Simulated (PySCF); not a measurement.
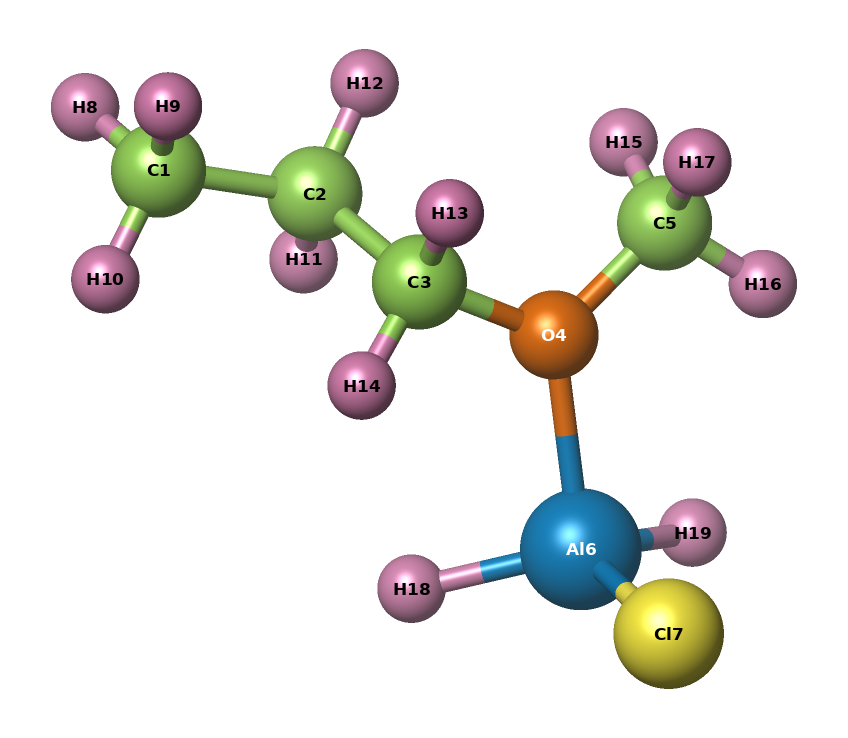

The computed structure is the end point of a GFN2-xTB optimisation. No frequency run is at hand to confirm it as a minimum. Electric field gradients from the ground-state density, PBE0/pcSseg-1 (PySCF 2.14.0), non-relativistic apart from any core potentials.

Give the largest field-gradient component, the quadrupole coupling constant and the asymmetry for 17O at O4 (Q = −25.6 mb), 27Al at Al6 (Q = 146.6 mb), 35Cl at Cl7 (Q = −81.7 mb), 2H at H8 (Q = 2.86 mb), 2H at H9 (Q = 2.86 mb).

| atom | V_zz (a.u.) | e²qQ/h (MHz) | η |
| --- | --- | --- | --- |
| O4 | −2.031 | 12.22 | 0.69 |
| Al6 | 0.826 | 28.4 | 0.69 |
| Cl7 | 1.032 | −19.81 | 0.24 |
| H8 | 0.316 | 0.213 | 0.02 |
| H9 | 0.314 | 0.211 | 0.03 |

The geometry is semi-empirical. Around Al such bond lengths and angles can be off by a tenth of an ångström or more and by several degrees, and values that hang on the shape move with them.
